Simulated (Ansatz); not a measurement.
# AlHBrO (SMILES [OH][Al][Br]): levels of theory compared

Wanted: a comparison of 4 runs (UHF/6-31G*, UB3LYP/6-31G*, UPBE0/def2-SVP) of AlHBrO. 

The calculation is run with Ansatz 0.2.0.

3 further runs of the same task are left out: 3 set aside as unsound or not needed.

**1. The molecule**

AlHBrO: 4 atoms, total charge 0, spin state doublet. SMILES: `[OH][Al][Br]`. The shape is that of a PBE0-D4/def2-TZVP optimisation.

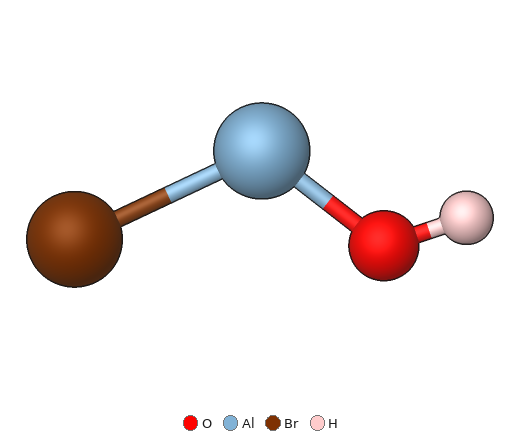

Viewed from a chosen angle; oxygen red, aluminium light blue, bromine brown, hydrogen pink.

**2. Energy and forces at UHF/6-31G(d) (spherical functions) (run 1)**

job.yaml

```yaml
crystal:
  periodic: [false, false, false]
  atoms:
    - {symbol: O, position_ang: [-0.417900, 0.558200, -0.729100]}
    - {symbol: Al, position_ang: [-0.100700, -0.215000, 0.745000]}
    - {symbol: Br, position_ang: [1.740900, -1.539700, 0.836000]}
    - {symbol: H, position_ang: [-1.166700, 1.136400, -0.872200]}
basis:
  gaussian: {orbitals: 6-31G_st_-spherical.json}
magnetization: {spin_polarized: true, initial_magnetization: 1}
accuracy: high
hamiltonian: {xc: hf}
output: {forces: true, orbitals: {seedname: orbitals}}
```

The basis set 6-31G* is read from a file made from the Basis Set Exchange's data (not shown).

On the command line:

```sh
ansatz run job.yaml --threads 1 --pin off --max-ram 2610MiB --events-out events.jsonl --progress --plain --runs-dir runs
```

Standard output:

```text
Warning: RAYON_NUM_THREADS=1 ignored (pool sized by the plan → 1); use --threads N
Functional definition: HF
  name "HF"
  exchange = exact_x
  correlation = 0
1208 factors; integrals over basis functions are off by at most 5.5e-9 eV
mean field evaluation 1: about -78625.1654 eV, gradient 2.6e1 eV
mean field evaluation 2: about -78625.2218 eV, gradient 2.6e1 eV
mean field evaluation 4: about -78628.3421 eV, gradient 2.1e0 eV
mean field evaluation 8: about -78628.4560 eV, gradient 4.3e-1 eV
mean field evaluation 16: about -78628.4606 eV, gradient 7.2e-6 eV
mean field -78628.46057334 eV, -2889.5426297854 hartree, gradient 2.6e-8 eV, S^2 0.753802; 0 other end points of the search recorded, 0 dependent functions left out
the calculation of the forces begins
reference -78628.46057334 eV, -2889.5426297854 hartree; 29, 28 occupied and 37, 38 virtual orbitals, 1208 factors
Total energy: -78628.46057334 eV, -2889.5426297854 hartree
Atom 0 at    -0.417900     0.558200    -0.729100 Å, force    -0.530071     0.398815    -0.073311 eV/Å
Atom 1 at    -0.100700    -0.215000     0.745000 Å, force    -0.081925     0.057301     0.000292 eV/Å
Atom 2 at     1.740900    -1.539700     0.836000 Å, force     0.094877    -0.067552     0.002858 eV/Å
Atom 3 at    -1.166700     1.136400    -0.872200 Å, force     0.517120    -0.388564     0.070161 eV/Å
Dipole moment:    -0.618588     0.363354     0.187736 e Å
```

Run time: 3.3 s. Hardware: 1 thread of Arm Neoverse V2, shared host; peak memory 0.19 GiB.

**3. Energy and gradient at UB3LYP/6-31G(d) (spherical functions) (run 2)**

job.yaml

```yaml
crystal:
  periodic: [false, false, false]
  atoms:
    - symbol: O
      position_ang: [-0.417900, 0.558200, -0.729100]
    - symbol: Al
      position_ang: [-0.100700, -0.215000, 0.745000]
    - symbol: Br
      position_ang: [1.740900, -1.539700, 0.836000]
    - symbol: H
      position_ang: [-1.166700, 1.136400, -0.872200]
basis:
  gaussian: {orbitals: 6-31G_st_-spherical.json}
magnetization: {spin_polarized: true, initial_magnetization: 1}
hamiltonian: {xc: {name: B3LYP}}
accuracy: high
output: {forces: true, orbitals: {seedname: orbitals}}
```

The basis set 6-31G* is read from a file made from the Basis Set Exchange's data (not shown).

On the command line:

```sh
ansatz run job.yaml --threads 1 --pin off --max-ram 2610MiB --events-out events.jsonl --progress --plain --runs-dir runs
```

Standard output, cut to the lines that bear on the results:

```text
Warning: RAYON_NUM_THREADS=1 ignored (pool sized by the plan → 1); use --threads N
Functional definition: B3LYP
  name "B3LYP"
[...]
1208 factors; integrals over basis functions are off by at most 5.5e-9 eV
[...]
mean field -78700.89653675 eV, -2892.2046023421 hartree, gradient 8.3e-8 eV, S^2 0.751741; 0 other end points of the search recorded, 0 dependent functions left out
[...]
reference -78700.89656876 eV, -2892.2046035183 hartree; 29, 28 occupied and 37, 38 virtual orbitals, 1208 factors
Total energy: -78700.89656876 eV, -2892.2046035183 hartree
Atom 0 at    -0.417900     0.558200    -0.729100 Å, force     0.260046    -0.021489    -0.430154 eV/Å
Atom 1 at    -0.100700    -0.215000     0.745000 Å, force    -0.144735    -0.070394     0.459773 eV/Å
Atom 2 at     1.740900    -1.539700     0.836000 Å, force     0.253453    -0.186373     0.023414 eV/Å
Atom 3 at    -1.166700     1.136400    -0.872200 Å, force    -0.368765     0.278257    -0.053032 eV/Å
Dipole moment:    -0.533783     0.337109     0.098927 e Å
```

It took 9.9 s on 1 thread of Arm Neoverse V2, shared host; peak memory 0.28 GiB.

Run 3 isn't shown in full; the table further down has it.

**4. Energy and gradient at UB3LYP/6-31G(d) (Cartesian functions) (run 4)**

job.yaml

```yaml
basis:
  gaussian:
    orbitals: "6-31G*"
crystal:
  periodic: [false, false, false]
  atoms:
    - symbol: O
      position_ang: [-0.417900, 0.558200, -0.729100]
    - symbol: Al
      position_ang: [-0.100700, -0.215000, 0.745000]
    - symbol: Br
      position_ang: [1.740900, -1.539700, 0.836000]
    - symbol: H
      position_ang: [-1.166700, 1.136400, -0.872200]
magnetization:
  spin_polarized: true
  initial_magnetization: 1
hamiltonian:
  xc: {name: B3LYP}
accuracy: high
output:
  forces: true
  orbitals: {seedname: orbitals}
```

On the command line:

```sh
ansatz run job.yaml --threads 1 --pin off --max-ram 2610MiB --events-out events.jsonl --progress --plain --runs-dir runs
```

Standard output, cut to the lines that bear on the results:

```text
Warning: RAYON_NUM_THREADS=1 ignored (pool sized by the plan → 1); use --threads N
[... 2 set-up lines as earlier in the session ...]
[...]
1236 factors; integrals over basis functions are off by at most 5.1e-9 eV
[...]
mean field -78701.21022282 eV, -2892.2161300923 hartree, gradient 7.8e-8 eV, S^2 0.751737; 0 other end points of the search recorded, 0 dependent functions left out
[...]
reference -78701.21025480 eV, -2892.2161312678 hartree; 29, 28 occupied and 42, 43 virtual orbitals, 1236 factors
Total energy: -78701.21025480 eV, -2892.2161312678 hartree
Atom 0 at    -0.417900     0.558200    -0.729100 Å, force     0.265082    -0.033491    -0.407482 eV/Å
Atom 1 at    -0.100700    -0.215000     0.745000 Å, force    -0.152899    -0.053927     0.431021 eV/Å
Atom 2 at     1.740900    -1.539700     0.836000 Å, force     0.256988    -0.189780     0.025900 eV/Å
Atom 3 at    -1.166700     1.136400    -0.872200 Å, force    -0.369171     0.277198    -0.049439 eV/Å
Dipole moment:    -0.533217     0.336077     0.100626 e Å
```

Wall time 10 s (1 thread of Arm Neoverse V2, shared host); peak memory 0.29 GiB.

**5. The series**

| run | level | Cartesian functions | energy (Eh) | dipole moment (D) | HOMO energy (eV) | LUMO energy (eV) | wall time |
| --- | --- | --- | --- | --- | --- | --- | --- |
| 1 | UHF/6-31G* (spherical functions) | no | -2889.542630 | 3.56 | -8.95 | 0.35 | 3.3 s |
| 2 | UB3LYP/6-31G* (spherical functions) | no | -2892.204604 | 3.07 | -5.96 | -3.31 | 9.9 s |
| 3 | UPBE0/def2-SVP | no | -2891.550387 | 2.86 | -6.18 | -2.91 | 10 s |
| 4 | UB3LYP/6-31G* (Cartesian functions) | yes | -2892.216131 | 3.07 | -5.96 | -3.31 | 10 s |

**6. Outcome**

```
                                 quantity           value
                      run 4: total energy  -2892.21613 Eh
                     run 4: dipole moment          3.07 D
run 4: HOMO energy (highest over α and β)        -5.96 eV
 run 4: LUMO energy (lowest over α and β)        -3.31 eV
                              run 4: ⟨S²⟩           0.752
          run 4: largest force on an atom      0.487 eV/Å
```

What this shows: The dipole moment (its size) runs from 2.86 D (UPBE0/def2-SVP) to 3.56 D (UHF/6-31G*). The two ends differ in method and basis. Totals of different functionals can't be ranked against each other. All runs together took 34 s, the longest 10 s.
